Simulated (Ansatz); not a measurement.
# NH2S (doublet): wB97M-V, HSE06, B2PLYP, RPA-PBE over vertical spin and charge gaps and displaced geometries, cc-pVDZ, part 2 of 2

Ansatz 0.2.0, Gaussian basis; cc-pVDZ, all electrons in the functionals, frozen cores in the correlation of double hybrids and RPA.

**13. B2PLYP, charge 1, triplet**

Input file in.yaml:

```yaml
crystal:
  periodic: [false, false, false]
  atoms:
    - {symbol: N, position_ang: [0.000000, -0.187817, 1.099702]}
    - {symbol: S, position_ang: [0.000000, 0.096160, -0.500007]}
    - {symbol: H, position_ang: [0.000000, 0.740397, 1.531227]}
    - {symbol: H, position_ang: [0.000000, -1.189495, -0.906663]}
basis:
  gaussian: {orbitals: cc-pVDZ}
total_charge: 1
magnetization: {spin_polarized: true, initial_magnetization: 2}
hamiltonian: {xc: {name: B2PLYP}}
correlation: {electrons: outside_noble_gas}
```

Run with:

```sh
> ansatz run in.yaml --threads 1 --pin off --events-out ev --progress --plain --max-ram 2393MiB
```

The log of the run, cut to the lines that bear on the results:

```text
Functional definition: B2PLYP
  name "B2PLYP"
  cite "Grimme, J. Chem. Phys. 124, 034108 (2006) doi:10.1063/1.2148954"
  cite "Becke, Phys. Rev. A 38, 3098 (1988) doi:10.1103/PhysRevA.38.3098"
  cite "Lee, Yang & Parr, Phys. Rev. B 37, 785 (1988) doi:10.1103/PhysRevB.37.785"
[...]
417 factors; integrals over basis functions are off by at most 1.5e-3 eV
[...]
mean field -12338.00905130 eV, -453.4134696322 hartree, gradient 4.2e-6 eV, S^2 2.021308; 4 other end points of the search recorded, 0 dependent functions left out
6 core orbitals not correlated: weight in the atoms' cores, before any rotation towards them, 1.000 or more for the frozen orbitals, at most 0.000 for the correlated occupied ones
reference -12338.00915009 eV, -453.4134732627 hartree; 7, 5 occupied and 29, 31 virtual orbitals, 417 factors
second order -8.95127720 eV of doubles, -0.00000000 eV of singles
Total energy: -12340.42599493 eV, -453.5022906725 hartree
```

Run time: 0.99 s. Hardware: 1 thread of AMD EPYC 9R45, shared host.

From the report: ⟨S²⟩ of the determinant 2.021 (pure triplet: 2.00).

From charge 0, doublet: +238.1 kcal/mol.

**14. B2PLYP, displaced geometry v1**

Input file in.yaml:

```yaml
crystal:
  periodic: [false, false, false]
  atoms:
    - {symbol: N, position_ang: [0.000734, -0.177546, 1.108768]}
    - {symbol: S, position_ang: [-0.000099, 0.090288, -0.502094]}
    - {symbol: H, position_ang: [0.047865, 0.793835, 1.486527]}
    - {symbol: H, position_ang: [-0.054912, -1.198871, -0.921561]}
basis:
  gaussian: {orbitals: cc-pVDZ}
magnetization: {spin_polarized: true, initial_magnetization: 1}
hamiltonian: {xc: {name: B2PLYP}}
correlation: {electrons: outside_noble_gas}
```

The command is unchanged.

The log of the run, cut to the lines that bear on the results:

```text
Functional definition: B2PLYP
  name "B2PLYP"
  cite "Grimme, J. Chem. Phys. 124, 034108 (2006) doi:10.1063/1.2148954"
  cite "Becke, Phys. Rev. A 38, 3098 (1988) doi:10.1103/PhysRevA.38.3098"
  cite "Lee, Yang & Parr, Phys. Rev. B 37, 785 (1988) doi:10.1103/PhysRevB.37.785"
[...]
418 factors; integrals over basis functions are off by at most 1.4e-3 eV
[...]
mean field -12348.17577093 eV, -453.7870896875 hartree, gradient 4.1e-6 eV, S^2 0.757852; 0 other end points of the search recorded, 0 dependent functions left out
6 core orbitals not correlated: weight in the atoms' cores, before any rotation towards them, 1.000 or more for the frozen orbitals, at most 0.000 for the correlated occupied ones
reference -12348.17587748 eV, -453.7870936031 hartree; 7, 6 occupied and 29, 30 virtual orbitals, 418 factors
second order -9.57997783 eV of doubles, -0.00000000 eV of singles
Total energy: -12350.76247149 eV, -453.8821491799 hartree
```

Wall time 0.51 s (1 thread of AMD EPYC 9R45, shared host).

From the report: ⟨S²⟩ of the determinant 0.758 (pure doublet: 0.75).

From charge 0, doublet: -0.2 kcal/mol.

**15. B2PLYP, displaced geometry v2**

Input file in.yaml:

```yaml
crystal:
  periodic: [false, false, false]
  atoms:
    - {symbol: N, position_ang: [0.111896, -0.191234, 1.091446]}
    - {symbol: S, position_ang: [-0.052978, 0.101117, -0.496669]}
    - {symbol: H, position_ang: [0.023643, 0.712930, 1.526385]}
    - {symbol: H, position_ang: [0.106751, -1.272232, -0.893291]}
basis:
  gaussian: {orbitals: cc-pVDZ}
magnetization: {spin_polarized: true, initial_magnetization: 1}
hamiltonian: {xc: {name: B2PLYP}}
correlation: {electrons: outside_noble_gas}
```

Launched as before.

The log of the run, cut to the lines that bear on the results:

```text
Functional definition: B2PLYP
  name "B2PLYP"
  cite "Grimme, J. Chem. Phys. 124, 034108 (2006) doi:10.1063/1.2148954"
  cite "Becke, Phys. Rev. A 38, 3098 (1988) doi:10.1103/PhysRevA.38.3098"
  cite "Lee, Yang & Parr, Phys. Rev. B 37, 785 (1988) doi:10.1103/PhysRevB.37.785"
[...]
417 factors; integrals over basis functions are off by at most 1.2e-3 eV
[...]
mean field -12348.07552311 eV, -453.7834056482 hartree, gradient 4.3e-6 eV, S^2 0.757754; 0 other end points of the search recorded, 0 dependent functions left out
6 core orbitals not correlated: weight in the atoms' cores, before any rotation towards them, 1.000 or more for the frozen orbitals, at most 0.000 for the correlated occupied ones
reference -12348.07562903 eV, -453.7834095405 hartree; 7, 6 occupied and 29, 30 virtual orbitals, 417 factors
second order -9.58158509 eV of doubles, -0.00000000 eV of singles
Total energy: -12350.66265700 eV, -453.8784810650 hartree
```

Wall time 0.51 s (1 thread of AMD EPYC 9R45, shared host).

From the report: ⟨S²⟩ of the determinant 0.758 (pure doublet: 0.75).

From charge 0, doublet: +2.1 kcal/mol.

**16. RPA-PBE, charge 0, doublet**

Input file in.yaml:

```yaml
crystal:
  periodic: [false, false, false]
  atoms:
    - {symbol: N, position_ang: [0.000000, -0.187817, 1.099702]}
    - {symbol: S, position_ang: [0.000000, 0.096160, -0.500007]}
    - {symbol: H, position_ang: [0.000000, 0.740397, 1.531227]}
    - {symbol: H, position_ang: [0.000000, -1.189495, -0.906663]}
basis:
  gaussian: {orbitals: cc-pVDZ}
magnetization: {spin_polarized: true, initial_magnetization: 1}
hamiltonian: {xc: {name: PBE}}
correlation: {method: rpa, electrons: outside_noble_gas}
```

Launched as before.

The log of the run, cut to the lines that bear on the results:

```text
Functional definition: PBE
  name "PBE"
  cite "Perdew, Burke & Ernzerhof, Phys. Rev. Lett. 77, 3865 (1996) doi:10.1103/PhysRevLett.77.3865"
  parent pbe
[...]
417 factors; integrals over basis functions are off by at most 1.5e-3 eV
[...]
mean field -12349.70778232 eV, -453.8433900676 hartree, gradient 3.9e-6 eV, S^2 0.752156; 1 other end points of the search recorded, 0 dependent functions left out
6 core orbitals not correlated: weight in the atoms' cores, before any rotation towards them, 1.000 or more for the frozen orbitals, at most 0.000 for the correlated occupied ones
reference -12328.58427393 eV, -453.0671154525 hartree; 7, 6 occupied and 29, 30 virtual orbitals, 417 factors
Total energy: -12341.61235548 eV, -453.5458886185 hartree
```

Wall time 0.45 s (1 thread of AMD EPYC 9R45, shared host).

From the report: ⟨S²⟩ of the determinant 0.752 (pure doublet: 0.75).

**17. RPA-PBE, charge 0, quartet**

Edit in.yaml of step 16 so:

```diff
@@ -9,3 +9,3 @@
   gaussian: {orbitals: cc-pVDZ}
-magnetization: {spin_polarized: true, initial_magnetization: 1}
+magnetization: {spin_polarized: true, initial_magnetization: 3}
 hamiltonian: {xc: {name: PBE}}
```

The command is unchanged.

The log of the run, cut to the lines that bear on the results:

```text
Functional definition: PBE
  name "PBE"
  cite "Perdew, Burke & Ernzerhof, Phys. Rev. Lett. 77, 3865 (1996) doi:10.1103/PhysRevLett.77.3865"
  parent pbe
[...]
417 factors; integrals over basis functions are off by at most 1.5e-3 eV
[...]
mean field -12344.12208989 eV, -453.6381196568 hartree, gradient 3.6e-6 eV, S^2 3.754498; 3 other end points of the search recorded, 0 dependent functions left out
6 core orbitals not correlated: weight in the atoms' cores, before any rotation towards them, 1.000 or more for the frozen orbitals, at most 0.000 for the correlated occupied ones
reference -12322.52080854 eV, -452.8442872091 hartree; 8, 5 occupied and 28, 31 virtual orbitals, 417 factors
Total energy: -12335.75691282 eV, -453.3307050696 hartree
```

Wall time 0.78 s (1 thread of AMD EPYC 9R45, shared host).

From the report: ⟨S²⟩ of the determinant 3.754 (pure quartet: 3.75).

From charge 0, doublet: +135.0 kcal/mol.

**18. RPA-PBE, charge 1, singlet**

Edit in.yaml of step 17 so:

```diff
@@ -9,3 +9,4 @@
   gaussian: {orbitals: cc-pVDZ}
-magnetization: {spin_polarized: true, initial_magnetization: 3}
+total_charge: 1
+magnetization: {spin_polarized: true, initial_magnetization: 0}
 hamiltonian: {xc: {name: PBE}}
```

The command is unchanged.

The log of the run, cut to the lines that bear on the results:

```text
Functional definition: PBE
  name "PBE"
  cite "Perdew, Burke & Ernzerhof, Phys. Rev. Lett. 77, 3865 (1996) doi:10.1103/PhysRevLett.77.3865"
  parent pbe
[...]
417 factors; integrals over basis functions are off by at most 1.5e-3 eV
[...]
mean field -12341.06217015 eV, -453.5256696806 hartree, gradient 5.2e-7 eV, S^2 0.000000; 2 other end points of the search recorded, 0 dependent functions left out
6 core orbitals not correlated: weight in the atoms' cores, before any rotation towards them, 1.000 or more for the frozen orbitals, at most 0.000 for the correlated occupied ones
reference -12319.69258307 eV, -452.7403518404 hartree; 6, 6 occupied and 30, 30 virtual orbitals, 417 factors
Total energy: -12333.34321888 eV, -453.2420034535 hartree
```

Run time: 0.57 s. Hardware: 1 thread of AMD EPYC 9R45, shared host.

From the report: ⟨S²⟩ of the determinant 0.000 (pure singlet: 0.00).

From charge 0, doublet: +190.7 kcal/mol.

**19. RPA-PBE, charge 1, triplet**

Edit in.yaml of step 18 so:

```diff
@@ -10,3 +10,3 @@
 total_charge: 1
-magnetization: {spin_polarized: true, initial_magnetization: 0}
+magnetization: {spin_polarized: true, initial_magnetization: 2}
 hamiltonian: {xc: {name: PBE}}
```

Same command.

The log of the run, cut to the lines that bear on the results:

```text
Functional definition: PBE
  name "PBE"
  cite "Perdew, Burke & Ernzerhof, Phys. Rev. Lett. 77, 3865 (1996) doi:10.1103/PhysRevLett.77.3865"
  parent pbe
[...]
417 factors; integrals over basis functions are off by at most 1.5e-3 eV
[...]
mean field -12339.38893451 eV, -453.4641794052 hartree, gradient 7.7e-6 eV, S^2 2.005725; 3 other end points of the search recorded, 0 dependent functions left out
6 core orbitals not correlated: weight in the atoms' cores, before any rotation towards them, 1.000 or more for the frozen orbitals, at most 0.000 for the correlated occupied ones
reference -12318.82273193 eV, -452.7083854004 hartree; 7, 5 occupied and 29, 31 virtual orbitals, 417 factors
Total energy: -12331.39464090 eV, -453.1703945337 hartree
```

Run time: 0.9 s. Hardware: 1 thread of AMD EPYC 9R45, shared host.

From the report: ⟨S²⟩ of the determinant 2.006 (pure triplet: 2.00).

From charge 0, doublet: +235.6 kcal/mol.

**20. RPA-PBE, displaced geometry v1**

Input file in.yaml:

```yaml
crystal:
  periodic: [false, false, false]
  atoms:
    - {symbol: N, position_ang: [0.000734, -0.177546, 1.108768]}
    - {symbol: S, position_ang: [-0.000099, 0.090288, -0.502094]}
    - {symbol: H, position_ang: [0.047865, 0.793835, 1.486527]}
    - {symbol: H, position_ang: [-0.054912, -1.198871, -0.921561]}
basis:
  gaussian: {orbitals: cc-pVDZ}
magnetization: {spin_polarized: true, initial_magnetization: 1}
hamiltonian: {xc: {name: PBE}}
correlation: {method: rpa, electrons: outside_noble_gas}
```

Launched as before.

The log of the run, cut to the lines that bear on the results:

```text
Functional definition: PBE
  name "PBE"
  cite "Perdew, Burke & Ernzerhof, Phys. Rev. Lett. 77, 3865 (1996) doi:10.1103/PhysRevLett.77.3865"
  parent pbe
[...]
418 factors; integrals over basis functions are off by at most 1.4e-3 eV
[...]
mean field -12349.73416997 eV, -453.8443597959 hartree, gradient 5.4e-6 eV, S^2 0.752186; 1 other end points of the search recorded, 0 dependent functions left out
6 core orbitals not correlated: weight in the atoms' cores, before any rotation towards them, 1.000 or more for the frozen orbitals, at most 0.000 for the correlated occupied ones
reference -12328.55783285 eV, -453.0661437605 hartree; 7, 6 occupied and 29, 30 virtual orbitals, 418 factors
Total energy: -12341.64072478 eV, -453.5469311710 hartree
```

It took 0.45 s on 1 thread of AMD EPYC 9R45, shared host.

From the report: ⟨S²⟩ of the determinant 0.752 (pure doublet: 0.75).

From charge 0, doublet: -0.7 kcal/mol.

**21. RPA-PBE, displaced geometry v2**

Input file in.yaml:

```yaml
crystal:
  periodic: [false, false, false]
  atoms:
    - {symbol: N, position_ang: [0.111896, -0.191234, 1.091446]}
    - {symbol: S, position_ang: [-0.052978, 0.101117, -0.496669]}
    - {symbol: H, position_ang: [0.023643, 0.712930, 1.526385]}
    - {symbol: H, position_ang: [0.106751, -1.272232, -0.893291]}
basis:
  gaussian: {orbitals: cc-pVDZ}
magnetization: {spin_polarized: true, initial_magnetization: 1}
hamiltonian: {xc: {name: PBE}}
correlation: {method: rpa, electrons: outside_noble_gas}
```

Launched as before.

The log of the run, cut to the lines that bear on the results:

```text
Functional definition: PBE
  name "PBE"
  cite "Perdew, Burke & Ernzerhof, Phys. Rev. Lett. 77, 3865 (1996) doi:10.1103/PhysRevLett.77.3865"
  parent pbe
[...]
417 factors; integrals over basis functions are off by at most 1.2e-3 eV
[...]
mean field -12349.65327497 eV, -453.8413869595 hartree, gradient 5.2e-6 eV, S^2 0.752173; 1 other end points of the search recorded, 0 dependent functions left out
6 core orbitals not correlated: weight in the atoms' cores, before any rotation towards them, 1.000 or more for the frozen orbitals, at most 0.000 for the correlated occupied ones
reference -12328.43881872 eV, -453.0617700719 hartree; 7, 6 occupied and 29, 30 virtual orbitals, 417 factors
Total energy: -12341.53351139 eV, -453.5429911516 hartree
```

Run time: 0.51 s. Hardware: 1 thread of AMD EPYC 9R45, shared host.

From the report: ⟨S²⟩ of the determinant 0.752 (pure doublet: 0.75).

From charge 0, doublet: +1.8 kcal/mol.

**22. Against the wave-function levels**

The yardstick is UCCSDT(Q), where the cluster series has nearly closed. It comes from earlier runs at the same points. Energies in kcal/mol, counted from charge 0, doublet; blanks weren't run or aren't comparable.

| level | doublet to quartet | ionisation to the singlet cation | ionisation to the triplet cation | displacement v1 | displacement v2 |
| --- | --- | --- | --- | --- | --- |
| UCCSDT(Q) | 136.9 | 188.7 | 233.8 | -0.4 | 2.1 |
| wB97M-V | 139.3 | 201.2 | 241.8 | -0.2 | 2.0 |
| HSE06 |  |  | 241.1 |  |  |
| B2PLYP | 135.6 | 200.9 | 238.1 | -0.2 | 2.1 |
| RPA-PBE | 135.0 | 190.7 | 235.6 | -0.7 | 1.8 |

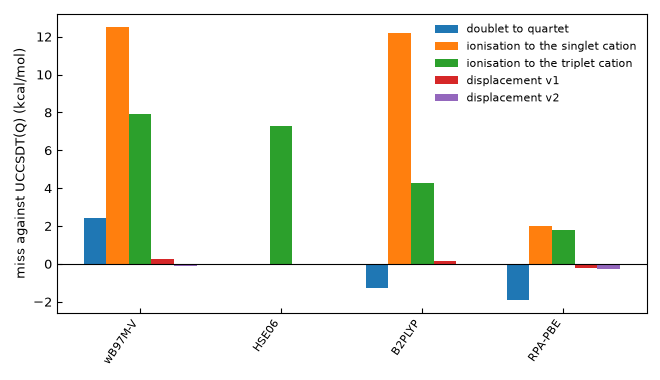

Misses of the gaps against UCCSDT(Q).

Largest miss and mean time a point (UCCSDT(Q) took 12 s a point; shared hosts):

| level | largest miss (kcal/mol) | where | time a point |
| --- | --- | --- | --- |
| wB97M-V | +12.5 | ionisation to the singlet cation | 2 s |
| HSE06 | +7.3 | ionisation to the triplet cation | 0.57 s |
| B2PLYP | +12.2 | ionisation to the singlet cation | 0.89 s |
| RPA-PBE | +2.0 | ionisation to the singlet cation | 0.61 s |

**23. Outcome**

The summary covers parts 1 to 2.

| quantity | value |
| --- | --- |
| doublet to quartet, UCCSDT(Q) | 136.9 kcal/mol |
| ionisation to the singlet cation, UCCSDT(Q) | 188.7 kcal/mol |
| ionisation to the triplet cation, UCCSDT(Q) | 233.8 kcal/mol |
| displacement v1, UCCSDT(Q) | -0.4 kcal/mol |
| displacement v2, UCCSDT(Q) | 2.1 kcal/mol |
| largest miss, wB97M-V | +12.5 kcal/mol (ionisation to the singlet cation) |
| largest miss, HSE06 | +7.3 kcal/mol (ionisation to the triplet cation) |
| largest miss, B2PLYP | +12.2 kcal/mol (ionisation to the singlet cation) |
| largest miss, RPA-PBE | +2.0 kcal/mol (ionisation to the singlet cation) |

**Reading.** Misses are known at 5 of 5 points at best, and only functionals with that many are ranked. Of the functionals, RPA-PBE keep the smallest largest miss at the points compared (at most 2.0 kcal/mol) and wB97M-V strays most (12.5 kcal/mol, at ionisation to the singlet cation). Functionals and the yardstick converge differently with the basis, so part of each miss in cc-pVDZ is the basis.
